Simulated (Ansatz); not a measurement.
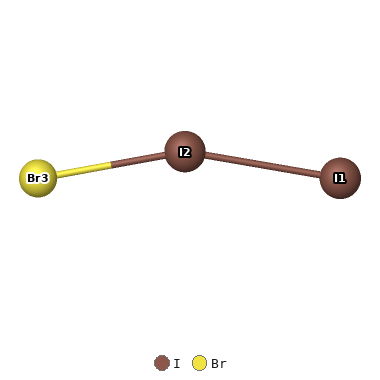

The system is I⁻ + IBr; the picture shows the reference structure. First axis: distance I1–I2. Second axis: distance I2–Br3. Nothing is relaxed (the angle I1–I2–Br3 is fixed at 160 degrees). The scan uses a 10 × 10 grid. Points are written as (first, second). All energies are given in eV relative to the lowest grid point. The reference is spin-restricted, so regions where a bond is pulled apart into radicals lie too high. Level of theory: RHF/def2-SVPD in Ansatz 0.2.0.

Its coordinates:

| atom | x (Å) | y (Å) | z (Å) |
| --- | --- | --- | --- |
| I | -2.9210 | 0.0000 | 0.0000 |
| I | 0.0000 | 0.0000 | 0.0000 |
| Br | 2.6020 | 0.9471 | 0.0000 |

Range: distance I1–I2 from 2.224 to 4.224 Å; distance I2–Br3 from 2.072 to 4.072 Å.

**What landscape does the calculation give?**

The lowest grid point is at (2.921 Å, 2.769 Å). No other kind of well shows on this grid. The highest grid point, (2.224 Å, 2.072 Å), lies 9.83 eV above the lowest. Round the minimum the valley is strongly tilted: raising distance I1–I2 shifts the best value of distance I2–Br3 downwards (coupling k₁₂/√(k₁₁k₂₂) about 0.7).

| distance I2–Br3 ↓, distance I1–I2 → | 2.224 | 2.339 | 2.507 | 2.703 | 2.921 | 3.155 | 3.405 | 3.667 | 3.940 | 4.224 |
| --- | --- | --- | --- | --- | --- | --- | --- | --- | --- | --- |
| 4.072 | 3.12 | 1.76 | 0.76 | 0.44 | 0.61 | 1.04 | 1.55 | 2.06 | 2.50 | 2.86 |
| 3.788 | 3.08 | 1.71 | 0.69 | 0.35 | 0.48 | 0.87 | 1.34 | 1.80 | 2.20 | 2.54 |
| 3.515 | 3.07 | 1.68 | 0.63 | 0.24 | 0.33 | 0.66 | 1.07 | 1.48 | 1.84 | 2.14 |
| 3.253 | 3.12 | 1.70 | 0.60 | 0.15 | 0.16 | 0.41 | 0.75 | 1.10 | 1.40 | 1.65 |
| 3.003 | 3.31 | 1.84 | 0.67 | 0.12 | 0.03 | 0.18 | 0.42 | 0.69 | 0.93 | 1.13 |
| 2.769 | 3.72 | 2.19 | 0.90 | 0.23 | 0.00 | 0.02 | 0.16 | 0.34 | 0.51 | 0.65 |
| 2.551 | 4.51 | 2.88 | 1.45 | 0.61 | 0.21 | 0.09 | 0.12 | 0.20 | 0.31 | 0.41 |
| 2.355 | 5.83 | 4.07 | 2.46 | 1.44 | 0.87 | 0.61 | 0.53 | 0.54 | 0.59 | 0.65 |
| 2.187 | 7.78 | 5.89 | 4.09 | 2.89 | 2.17 | 1.79 | 1.62 | 1.57 | 1.58 | 1.61 |
| 2.072 | 9.83 | 7.84 | 5.91 | 4.58 | 3.75 | 3.30 | 3.07 | 2.98 | 2.97 | 2.99 |

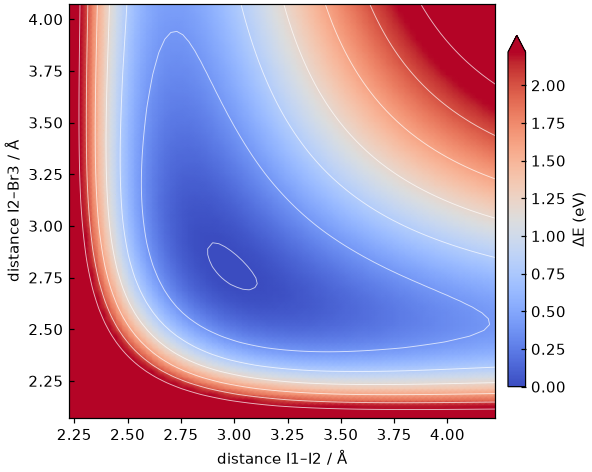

The picture shows a smooth colour map with a few white contour lines, one colour for all values above the top of the scale. Between grid points the surface is interpolated.

Time for the 100 points that were run: 9.6 min on 1 thread of Arm Neoverse V2, on a shared host.
